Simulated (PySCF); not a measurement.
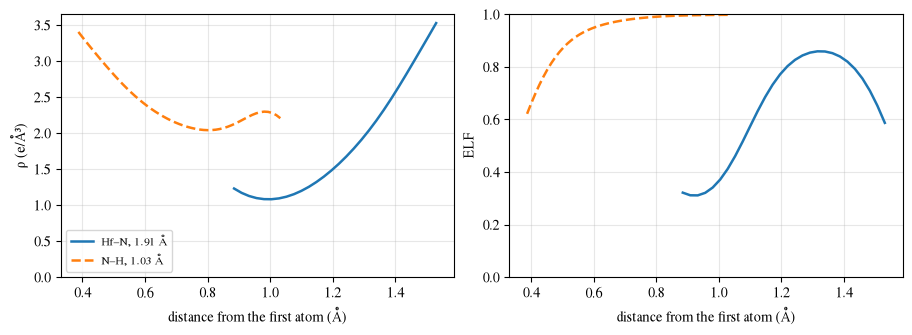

The picture shows: H4HfN2 (charge +2). Electron density and electron localisation function along straight lines between neighbouring atoms. The curves leave out the atomic cores.

Core potentials replace the inner electrons of Hf.

Theory: RKS PBE0, Hf def2-SVP with ECP60, N def2-SVP, H def2-SVP; non-relativistic Hamiltonian with scalar-relativistic core potentials where named; density fitting (PySCF).

```xyz
7

Hf    0.0000   -0.7990    0.0595
N     1.4700   -0.0350    1.0156
H     2.4725   -0.1919    0.8134
H     1.4233    0.6084    1.8217
N    -1.4700   -0.0350    1.0156
H    -1.4233    0.6084    1.8217
H    -2.4725   -0.1919    0.8134
```

### What can be read from the curves?

Hf–N (1.91 Å): ρ is about 1.1 e/Å³ halfway; the ELF peaks at about 0.85 in the valence shell of N, 0.6 Å from its nucleus, and drops to about 0.30 between the two atoms.
N–H (1.03 Å): ρ is about 2.7 e/Å³ halfway; the ELF climbs to about 1 towards the hydrogen, as it does in any bond to H (an ordinary covalent bond to hydrogen).
